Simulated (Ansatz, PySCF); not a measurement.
Potential energy curve for SMILES Br[SiH3]. The Si1–Br5 bond (Si1 also carries H, H, H; Br5 carries nothing else) is varied alone, starting from the PBE0/def2-TZVP optimised geometry.

```
5

Si     0.0000     0.0000     0.0000
H     -1.2166    -0.7024    -0.4676
H      0.0000     1.4049    -0.4673
H      1.2166    -0.7024    -0.4676
Br     0.0000     0.0000     2.2196
```

Computed with: UKS-PBE0 = Ansatz (a quantum-chemistry and plane-wave program) with unrestricted PBE0/cc-pVTZ; RKS-BP86/6-31G* = restricted BP86/6-31G*, spherical d (PySCF); RKS-B3LYP/6-31G* = restricted B3LYP/6-31G*, spherical d in PySCF; RKS-PBE = restricted PBE/cc-pVTZ (Ansatz).

Energies are in kJ/mol, each relative to the lowest point of its own curve near equilibrium.

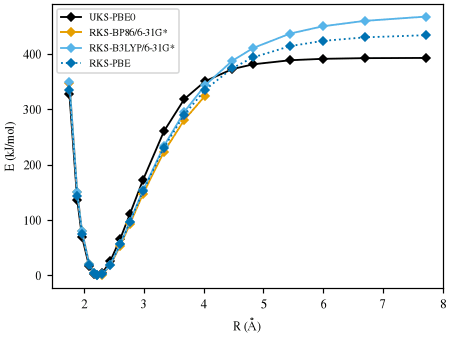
Figure. Energy against bond length for each method.

```csv
R / Å,UKS-PBE0,RKS-BP86/6-31G*,RKS-B3LYP/6-31G*,RKS-PBE
1.76,326.9,348.5,349.6,335.3
1.89,136.9,150.7,150.8,143.7
1.97,70.0,79.9,79.6,75.4
2.09,16.4,21.2,20.9,19.5
2.17,2.4,4.2,4.0,3.7
2.22,0.0,0.0,0.0,0.0
2.31,4.6,1.6,2.0,2.4
2.44,25.4,18.1,19.5,19.7
2.61,66.5,53.8,56.6,56.2
2.77,111.0,93.1,97.4,96.3
2.99,172.8,147.6,154.1,152.3
3.34,260.7,223.6,234.1,231.1
3.68,318.7,281.3,295.8,290.8
4.03,351.1,325.1,344.0,335.7
4.48,372.7,—,387.7,374.4
4.83,381.5,—,411.0,394.0
5.45,388.8,—,437.1,414.4
5.99,391.4,—,450.1,423.7
6.69,392.6,—,459.9,430.1
7.71,393.0,—,467.6,434.1
```

At the longest distance, 7.71 Å, RKS-B3LYP/6-31G* lies highest above its minimum (467.6 kJ/mol) and UKS-PBE0 lowest (393.0 kJ/mol).

A dash means that the run gave no value there, or that the column was ended at a point which the program doubted or which failed a test of continuity chosen for this set; such a test can also cut sound points.

The unrestricted determinant behind UKS-PBE0 is spin-contaminated at 3.68 to 7.71 Å (<S²> up to 1.0, against 0.00 for a pure singlet). The restricted form behind RKS-BP86/6-31G*, RKS-B3LYP/6-31G*, RKS-PBE keeps the bonding electrons paired and can't separate into open-shell fragments.
